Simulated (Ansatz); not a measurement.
Molecule: C₇H₁₂O₂, SMILES C=CCCC(=O)OCC.

Kohn-Sham orbital energies near the frontier, ωB97M-V/def2-TZVPP with the Ansatz code 0.2.0, at a PBE0-D4/def2-TZVP geometry (no frequency check), isolated molecule; empty levels in grey, levels within 0.03 eV side by side.

Where do the frontier orbitals lie?

Answer. HOMO at −9.70 eV, LUMO at 2.18 eV, 11.88 eV apart.

List the levels.

Answer.
```tsv
orbital	energy (eV)
LUMO+5	3.87
LUMO+4	3.71
LUMO+3	3.25
LUMO+2	2.90
LUMO+1	2.68
LUMO	2.18
HOMO	−9.70
HOMO−1	−10.41
HOMO−2	−11.09
HOMO−3	−11.73
HOMO−4	−12.01
HOMO−5	−12.41
HOMO−6	−12.73
```

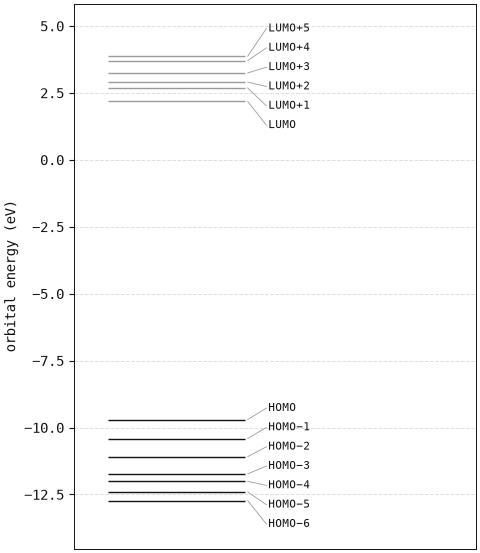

Caveats: one conformer of a flexible molecule; empty levels above zero depend strongly on the basis.
